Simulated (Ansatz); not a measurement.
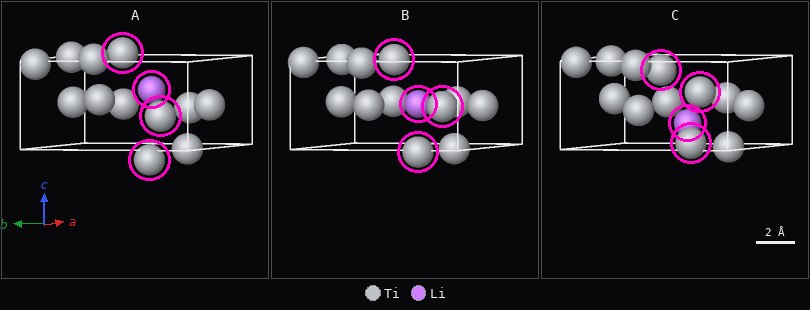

3 geometries from a converged minimum-energy path of Ti with an interstitial Li (13 atoms in the cell), shuffled. A spheres-only model of the simulation cell (origin moved), seen from a free direction. The atoms that move most are ringed.

The calculation used DFT LDA, scalar-relativistic, plane waves, PAW in Ansatz 0.2.0. Run with plane-wave cutoff 420 eV; k-point mesh 3 × 2 × 4; Fermi-Dirac smearing 0.15 eV; 7 movable images; climbing image; force threshold 0.03 eV/Å; iteration limit 72; spring constant 2.0 eV/Å²; starting path by image-dependent pair potential.

Which frame is the top of the path?

Answer. B. In order along the path, whose images run from 0 to 8: C (image 1, +0.10 eV), B (image 4, +0.37 eV), A (image 6, +0.13 eV). The Li atom travels furthest, 2.24 Å from end to end, along +c, on a path that bends up to 1.04 Å away from the straight line. It doesn't move alone: Ti (1.59 Å), Ti (1.38 Å) move with it.

Limits of the set-up: the periodic images lie only 4.7 Å apart, so the values are limited by the cell's size.
